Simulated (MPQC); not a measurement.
# ClH (hydrogen chloride) at MP2/6-31G(d) (spherical functions)

Aim: a single-point energy of ClH (hydrogen chloride). 

The calculation is run with MPQC 2.3.1.

## Step 1: The structure to begin with

The species is ClH (2 atoms), typed as a singlet with charge 0. As SMILES, `Cl`. The shape is that of a PBE0-D4/def2-TZVP optimisation.

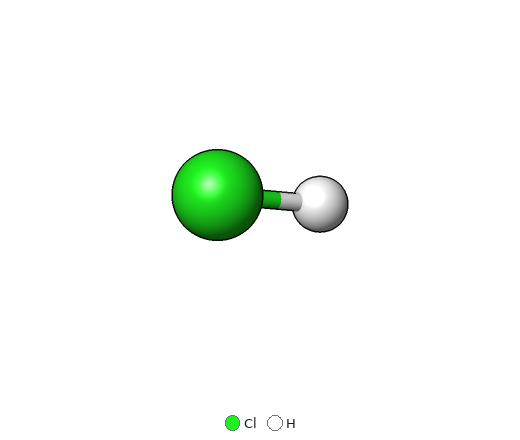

The structure, seen from a chosen angle (chlorine green, hydrogen white).

## Step 2: The energy at MP2/6-31G(d) (spherical functions)

File run.in:

```
% emacs should use -*- KeyVal -*- mode
molecule<Molecule>: (
  symmetry = c1
  unit = bohr
  { atoms geometry } = {
    Cl [ 1.03179046 -0.33731611 0.53063510 ]
    H  [ -1.03179046 0.33731611 -0.53063510 ]
  }
)
basis<GaussianBasisSet>: (
  name = "6-31G*"
  molecule = $:molecule
  basisdir = "."
  puream = yes
)
mpqc: (
  checkpoint = no
  savestate = no
  restart = no
  do_energy = yes
  do_gradient = no
  optimize = no
  mole<MBPT2>: (
    molecule = $:molecule
    basis = $:basis
    memory = 1000000000
    method = mp
    nfzc = 5
    reference<CLHF>: (
      molecule = $:molecule
      basis = $:basis
      total_charge = 0
      memory = 1000000000
      print_evals = yes
      maxiter = 70
      value_accuracy = 1e-08
      guess_wavefunction<CLHF>: (
        molecule = $:molecule
        total_charge = 0
        memory = 1000000000
        value_accuracy = 1e-3
        basis<GaussianBasisSet>: (
          name = "STO-2G"
          molecule = $:molecule
        )
      )
    )
  )
)
```

The basis set 6-31G* is read from a file made from the Basis Set Exchange's data (not shown).

Command:

```sh
$ mpqc run.in > run.out
```

What values should one expect? Wanted: total energy; HOMO energy; LUMO energy; HOMO–LUMO gap; correlation energy.

**Answer.** As computed:

Level: MP2/6-31G* (spherical functions), 5 core orbitals frozen.

| quantity | value |
| --- | --- |
| total energy | -460.18894 Eh |
| HOMO energy (Hartree–Fock orbitals) | -12.93 eV |
| LUMO energy (Hartree–Fock orbitals) | 4.50 eV |
| HOMO–LUMO gap (Hartree–Fock orbitals) | 17.43 eV |
| correlation energy (5 core orbitals frozen) | -130.7 mEh |
